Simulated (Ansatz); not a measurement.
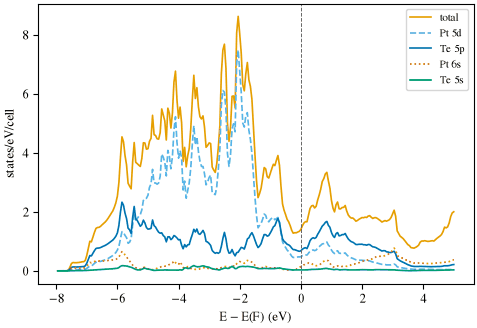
Figure. Total and projected density of states of TePt in space group Pmma (No. 51; Pt on 2e, Te on 2f), plane-wave PAW PBE (Ansatz code)

Question: Which orbitals carry the states next to the Fermi level?

Answer: Within 0.5 eV of the Fermi level: Te 5p 51 %, Pt 5d 34 %, Pt 6s 8 %. Projections are on Löwdin-orthogonalised atomic valence shells; empty p or d shells of many metals are not among them.

Question: Where is the tallest occupied peak in this window, and what makes it?

Answer: Near -2.0 eV, about 8.6 states/eV per cell; the largest projected share is Pt 5d.

The start of the workflow was typed in or built on a structure type; neither database checked (COD, Materials Project) lists it. COD files the formula under space group No. 166, 194. Whether it is the stable phase at ambient conditions was not checked. The PBE relaxation kept the symmetry of its start; whether a distortion lowers the energy is not shown. The run is not spin-polarised. The volume moved by 28 % from the start of the relaxation. Spin–orbit coupling is left out wherever it is not named.

Potentials: the later of the program's two PAW sets.
